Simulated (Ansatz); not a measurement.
# Cu(100) film, 6 layers, flat: channels in plane against thickness, part 2 of 2

Aim: the ballistic channels of flat films against thickness, first Cu(100) film, 6 layers, flat.

Ansatz 0.2.0; Ansatz plane-wave DFT, PBE, PAW files; ballistic transport by layer matching (Landauer), zero bias.

So far, lead conductance per cell (G₀): step 2 (with 6 layers) 3.97.

## (5) The ladder (continued)

The runs together. The open channels, zone mean by energy, zero at the Fermi level:

| energy (eV) | 6 | 7 | 8 |
| --- | --- | --- | --- |
| -0.270 | 3.94 | 4.33 | 5.06 |
| -0.234 | 3.85 | 4.5 | 5.19 |
| -0.198 | 3.94 | 4.33 | 5.19 |
| -0.162 | 3.94 | 4.42 | 5.10 |
| -0.126 | 4.02 | 4.38 | 5.10 |
| -0.090 | 3.94 | 4.54 | 5.15 |
| -0.054 | 3.85 | 4.38 | 5.06 |
| -0.018 | 4.02 | 4.71 | 5.23 |
| 0.018 | 3.94 | 4.58 | 5.23 |
| 0.054 | 4.02 | 4.75 | 5.40 |
| 0.090 | 4.06 | 4.67 | 5.35 |
| 0.126 | 3.98 | 4.88 | 5.40 |
| 0.162 | 4.12 | 4.96 | 5.48 |
| 0.198 | 4.21 | 4.92 | 5.56 |
| 0.234 | 4.25 | 5.04 | 5.40 |
| 0.270 | 4.21 | 5.12 | 5.65 |

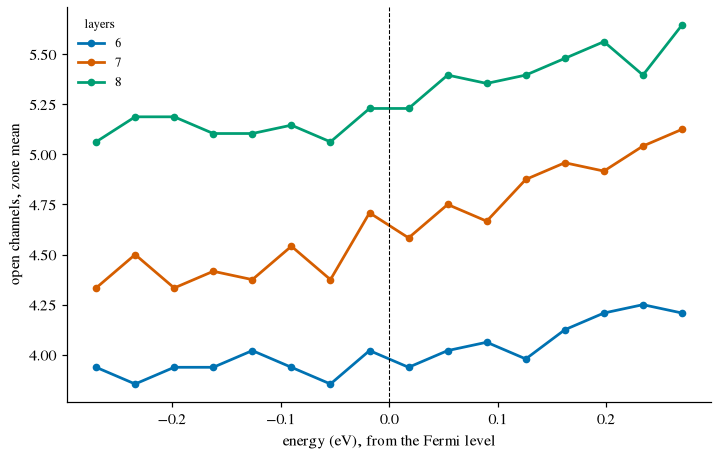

Open channels, zone mean against energy.

## (6) With 10 layers, thickness 18.075 A

System of this step: Cu(100) film, 10 layers, flat. The cell holds 10 atoms: 10 Cu. Its edges and angles: a = 27.267 Å, b = 2.556 Å, c = 2.556 Å, α = 90.0°, β = 90.0°, γ = 90.0°. It derives from Cu. Vacuum lies along a. The structure's axis is c.

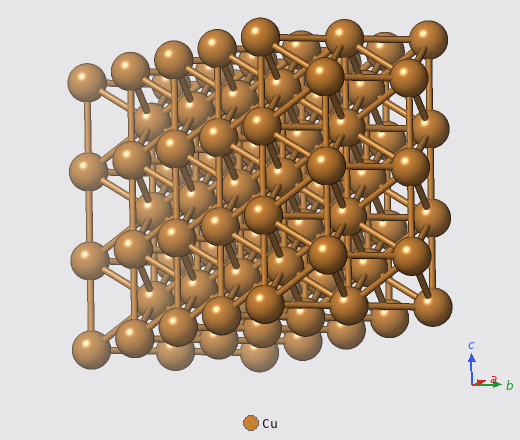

The cell of this step (copper orange). 1×2×3 cells are drawn. Some periodic images of atoms are drawn too.

The input, input.yaml:

```yaml
crystal:
  lattice:
    - [27.26732, 0.0, 0.0]
    - [0.0, 2.5561627297, 0.0]
    - [0.0, 0.0, 2.5561627297]
  atoms:
    - { symbol: Cu, position: [0.1650327205, 0.0, 0.0] }
    - { symbol: Cu, position: [0.2313201297, 0.5, 0.5] }
    - { symbol: Cu, position: [0.297607539, 0.0, 0.0] }
    - { symbol: Cu, position: [0.3638949482, 0.5, 0.5] }
    - { symbol: Cu, position: [0.4301823575, 0.0, 0.0] }
    - { symbol: Cu, position: [0.4964697667, 0.5, 0.5] }
    - { symbol: Cu, position: [0.562757176, 0.0, 0.0] }
    - { symbol: Cu, position: [0.6290445852, 0.5, 0.5] }
    - { symbol: Cu, position: [0.6953319945, 0.0, 0.0] }
    - { symbol: Cu, position: [0.7616194037, 0.5, 0.5] }
kpoints:
  mp_grid: { grid: [1, 16, 16] }
hamiltonian:
  xc: pbe
scf:
  occupations: { method: fermi_dirac, width: 0.1 }
output:
  transmission:
    leads: [[0, 0]]
    kmesh: [1, 48]
    e_range: [-0.27, 0.27]
    de: 0.036
```

On the command line:

```bash
$ ansatz run input.yaml --threads 4 --pin off --max-ram 8192MiB --backend cpu --events-out ev --progress --plain --runs-dir out
```

Numbers of over 12 decimals in the logs are rounded to 6 here.

The program printed:

```text
Engine: ansatz 0.2.0, aarch64-unknown-linux-gnu
Pseudopotentials: kind: paw
Pseudopotential: Cu, paw, valence charge 19, recommended cutoff 420 eV (normal), Cu.paw.azcp
Functional definition: PBE
  parameter kappa = 0.804
  parameter beta = 0.066725
  exchange = pbe_x(kappa = kappa, mu = beta*pi^2/3)
  correlation = pbe_c(beta = beta)
Crystal: 10 atoms, lattice volume = 178.164 Å³
Basis set: ecut = 420 eV, 3495 PW (Γ)
Bands: 114, of which v1, the nominal top of the filled ones, is band 95 counted from 1 (94 counted from 0)
Symmetry: 16 space group operations
Space group: P4/nmm (ITA 129), of the structure as read, at distance tolerance 5.6e-5 Å
k-points: 45 of 256
Non-local potential: Cu, projectors of the file, l = 0: 3, l = 1: 2, l = 2: 3, l = 3: 1
PAW form: soft (Blöchl's): semilocal exchange-correlation on the pseudo side does not see the compensation charge
PAW one-centre angular grid: Cu, 590 points (default); XC on 64 Gauss nodes
Initial density: superposition of atomic densities (neutral atoms: chi_scale 0, normalization atom), corrected by the library's trained network
Initial wavefunctions: pseudopotential atomic-orbital guess
Functional: x = pbe(κ = 0.804, μ = 0.219515), c = pbe(β = 0.066725)
SCF iter   1: F=—  HF=-66250.578426 eV  |F-HF|=—  |Δ(HF+E_count)|=         —  Δρ=2.67e-3  dr2=2.51e-1  ethr=1.77e-3  ⟨swp⟩=6.1  Hψ=19112  notcnv=0  defer=137
preconditioner: auto → LDOS  [metal: Δε(μ)=0.034 eV  Ē_g=9.183 eV  σ=0.100 eV  W_gap=0.08  n_scr=66 (ndim 8)  ℏωp=29.2 eV  f_vac=0.315  D(μ)=3.34/eV (n_scr^D=14)  β→1.0]
SCF iter   2: F=—  HF=-66250.572002 eV  |F-HF|=—  |Δ(HF+E_count)|=   6.42e-3  Δρ=2.16e-3  dr2=5.60e-3  ethr=1.32e-4  ⟨swp⟩=2.1  Hψ=6801  notcnv=0  defer=291
SCF iter   3: F=—  HF=-66250.573089 eV  |F-HF|=—  |Δ(HF+E_count)|=   1.09e-3  Δρ=2.64e-3  dr2=7.70e-3  ethr=2.95e-6  ⟨swp⟩=2.4  Hψ=8981  notcnv=0  defer=291
SCF iter   4: F=—  HF=-66250.571852 eV  |F-HF|=—  |Δ(HF+E_count)|=   1.24e-3  Δρ=8.71e-4  dr2=1.06e-3  ethr=2.95e-6  ⟨swp⟩=2.1  Hψ=7750  notcnv=0  defer=291
SCF iter   5: F=—  HF=-66250.571673 eV  |F-HF|=—  |Δ(HF+E_count)|=   1.79e-4  Δρ=2.08e-4  dr2=5.36e-5  ethr=5.58e-7  ⟨swp⟩=2.1  Hψ=7110  notcnv=0  defer=291
SCF iter   6: F=—  HF=-66250.571673 eV  |F-HF|=—  |Δ(HF+E_count)|=   2.73e-7  Δρ=4.64e-5  dr2=3.78e-6  ethr=2.82e-8  ⟨swp⟩=2.2  Hψ=8133  notcnv=0  defer=291
SCF iter   7: F=—  HF=-66250.571675 eV  |F-HF|=—  |Δ(HF+E_count)|=   2.29e-6  Δρ=3.52e-5  dr2=2.18e-6  ethr=1.99e-9  ⟨swp⟩=2.2  Hψ=7550  notcnv=0  defer=291
SCF iter   8: F=—  HF=-66250.571675 eV  |F-HF|=—  |Δ(HF+E_count)|=   2.67e-7  Δρ=1.19e-5  dr2=2.76e-7  ethr=1.15e-9  ⟨swp⟩=2.0  Hψ=7047  notcnv=0  defer=291
SCF iter   9: F=-66250.571675 eV  HF=-66250.571675 eV  |F-HF|=9.17e-9  |Δ(HF+E_count)|=   9.80e-8  Δρ=6.01e-6  dr2=5.22e-8  ethr=5.26e-11  ⟨swp⟩=10.1  Hψ=19808  notcnv=0
SCF 1 converged in 9 iterations: F = -66250.571675 eV  dr2 = 5.22e-8
[...]
```

It took 2.8 min on 4 threads of Arm Neoverse V1, shared host; peak memory 4.2 GiB.

The run was cut off at the time limit after its SCF cycle had converged; no result of it is taken.

## (7) What came out

| Item | Value |
| --- | --- |
| conductance per cell, 6 layers | 3.97 G₀ |
| conductance per cell, 7 layers | 4.62 G₀ |
| conductance per cell, 8 layers | 5.26 G₀ |

**Reading.** The conductance per cell width goes from 3.97 G0 at 6 to 5.26 G0 at 8 layers. Over the film's own cross-section (layers × spacing × width) the conductance runs from 1.1 to 1.1×10¹⁵ S/m²; that nominal section leaves out the charge that spills into the vacuum, which flatters the thinnest films. The gains from one thickness to the next are 0.65 and 0.63 G0 per added layer; their spread isn't beyond the error estimates. The film repeats perfectly along the current, so nothing scatters; its faces are clean and not relaxed.

[Logs are printed without paths, hosts, clocks, repeated set-up lines and the standing remarks that a program may print on its own settings, such as how far it seeks lower states.]

[Hosts, paths, dates, database ids (printed as entryN), source tags and the programs' standing remarks are cut or masked in the printed files.]
